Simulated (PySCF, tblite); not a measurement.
Breaking a bond: SMILES C=CC. The C1–H9 bond (C1 also carries C, H, H; H9 carries nothing else) is pulled apart rigidly from the PBE0/def2-TZVP optimised geometry.

```
9

C      0.0000     0.0000     0.0000
C     -1.1705    -0.7431    -0.5456
C     -2.1051    -1.3366     0.1833
H      0.9405    -0.4422    -0.3437
H      0.0000     1.0393    -0.3437
H     -1.2453    -0.7906    -1.6305
H     -2.9340    -1.8629    -0.2755
H     -2.0741    -1.3170     1.2686
H      0.0000     0.0000     1.0916
```

Levels: GFN2-xTB, 300 K electronic temperature (tblite); RHF/cc-pVDZ (PySCF); UKS-BHandHLYP = unrestricted BHandHLYP/cc-pVDZ run with PySCF.

Energies are in kJ/mol, each relative to the lowest point of its own curve near equilibrium.

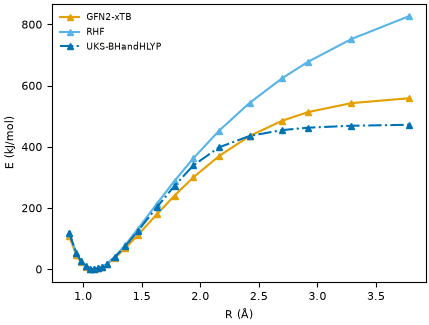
Figure. Energy against bond length for each method.

```
R / Å  GFN2-xTB    RHF  UKS-BHandHLYP
-----  --------  -----  -------------
0.88      108.2  119.3          118.5
0.94       47.0   53.7           53.7
0.98       22.7   26.7           26.9
1.02        8.2   10.1           10.4
1.06        1.2    1.8            1.9
1.09        0.0    0.0            0.0
1.13        2.5    2.5            2.1
1.16        7.0    7.3            6.6
1.20       15.6   17.0           15.8
1.27       36.0   40.6           38.2
1.36       68.6   79.2           74.9
1.47      112.6  132.8          125.9
1.63      179.8  214.3          202.9
1.78      240.5  288.4          272.5
1.94      299.7  362.0          338.9
2.16      369.7  452.3          398.2
2.42      434.7  543.1          435.2
2.70      485.4  624.2          454.5
2.92      513.3  677.8          462.3
3.29      542.6  752.1          468.7
3.78      558.5  826.5          471.8
```

At the longest distance, 3.78 Å, RHF lies highest above its minimum (826.5 kJ/mol) and UKS-BHandHLYP lowest (471.8 kJ/mol).

The restricted form behind RHF keeps the bonding electrons paired and can't separate into open-shell fragments. The unrestricted determinant behind UKS-BHandHLYP is spin-contaminated at 1.94 to 3.78 Å (<S²> up to 1.0, against 0.00 for a pure singlet).
